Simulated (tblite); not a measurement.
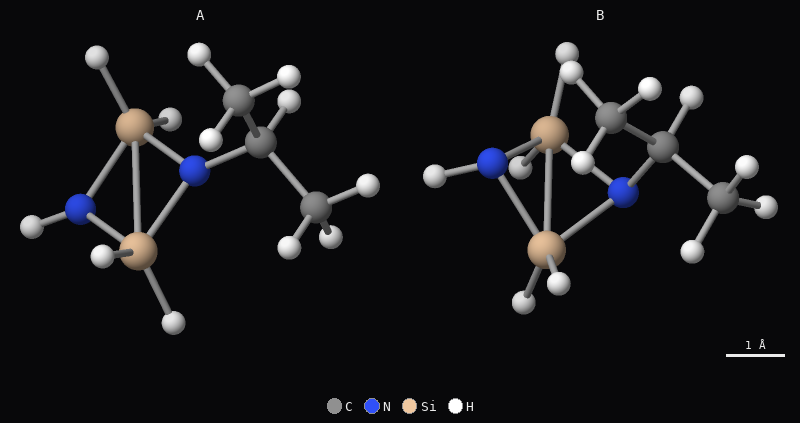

Two geometries of C3H12N2Si2, drawn at one scale. One is the start of a relaxation, the other its converged end. The picture is a ball-and-stick view, seen at a tilt.

Method: GFN2-xTB geometry optimisation, gas phase (tblite). 

> Which one is relaxed?

Structure A is the relaxed one. An H atom moves most after the best rigid fit: 1.57 Å. By element the largest moves are H 1.57 Å, N 1.41 Å, C 0.65 Å, Si 0.29 Å. Some distances before and after: Si–Si 2.441 → 2.606 Å, H–N 1.069 → 1.002 Å, N–Si 1.805 → 1.742 Å, C–H 1.132 → 1.088 Å. Among the angles between lasting bonds that change: Si–Si–H 96.7° → 124.7°, Si–Si–H 98.8° → 124.7°, Si–Si–H 147.4° → 122.9°. Over 93 geometry steps the energy falls by 38.1 kcal/mol.
